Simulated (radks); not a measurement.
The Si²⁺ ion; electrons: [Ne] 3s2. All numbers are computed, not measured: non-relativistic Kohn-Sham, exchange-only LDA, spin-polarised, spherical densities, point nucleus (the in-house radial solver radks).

```
Z 14
configuration [Ne] 3s2
relativity non-relativistic
functional lda,
spin polarised
nucleus point
```

Wanted: the radial probability densities P² of 2s, 1s, 3s and 2p, each times its occupation.

1s: outer maximum at 0.0732 bohr, ⟨r⟩ = 0.112 bohr, 0 nodes, eigenvalue −1793 eV; 2p: outer maximum at 0.387 bohr, ⟨r⟩ = 0.538 bohr, 0 nodes, eigenvalue −115.0 eV; 2s: outer maximum at 0.457 bohr, ⟨r⟩ = 0.572 bohr, 1 node, eigenvalue −157.4 eV; 3s: outer maximum at 1.70 bohr, ⟨r⟩ = 1.97 bohr, 2 nodes, eigenvalue −27.3 eV.

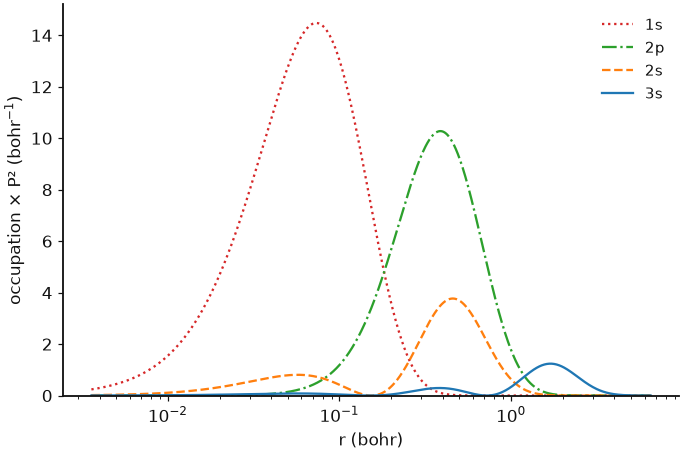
